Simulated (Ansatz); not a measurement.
# WSi2, response to strain

The parent structure is WSi2 (space group I4/mmm, No. 139; a = 3.229 Å, c = 7.870 Å; relaxed with 0.1 eV smearing). Axes: x, y, z lie along a, b, c of the conventional cell.

Strains are applied to the cell and any free atomic positions relax; under biaxial strain the out-of-plane vector relaxes too.

Calculations: plane-wave PAW DFT at the PBE level (Ansatz, a program for electronic structure, 420 eV), no SOC, earlier PAW set.

Notes on the quantities. pressure: mean of the normal stresses, compression positive.

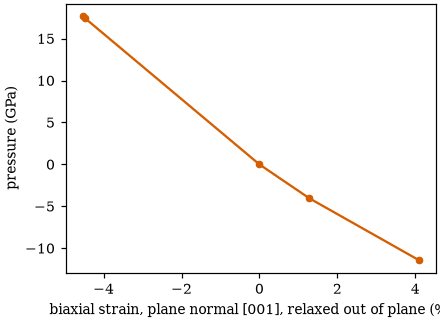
Pressure against biaxial strain, plane normal [001], relaxed out of plane

### Question
From the plot, what is the pressure for biaxial strain +4.10 %, plane normal [001], relaxed out of plane?

### Answer
About -11 GPa.

### Question
Is the trend monotonic over the range shown?

### Answer
Yes, it falls throughout, spanning -11.4 GPa to 17.7 GPa.

No phonon test of stability was made. All final runs are without spin polarisation.
